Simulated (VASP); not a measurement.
Data:

```
BP
1.0
    0.00000     2.27129     2.27129
    2.27129     0.00000     2.27129
    2.27129     2.27129     0.00000
B P
1 1
Direct
  0.00000   0.00000   0.00000
  0.25000   0.25000   0.25000
```

The numbers are results of optB86b-vdW, VASP's PBE PAW potentials (set 64) (plane waves; VASP), not measurements. Numerical set-up: 520 eV cut-off, 11×11×11 Γ-centred mesh, tetrahedra with Blöchl corrections, potentials B P.

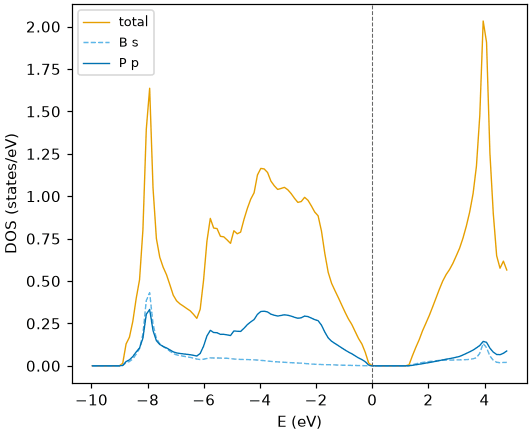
*Total and projected density of states, zero at the valence-band maximum*

Within 2 eV below the valence-band maximum the largest weight inside VASP's projection spheres is P p, then B p.

It has a band gap.

The compound is BP in the zinc blende structure. It was relaxed first.
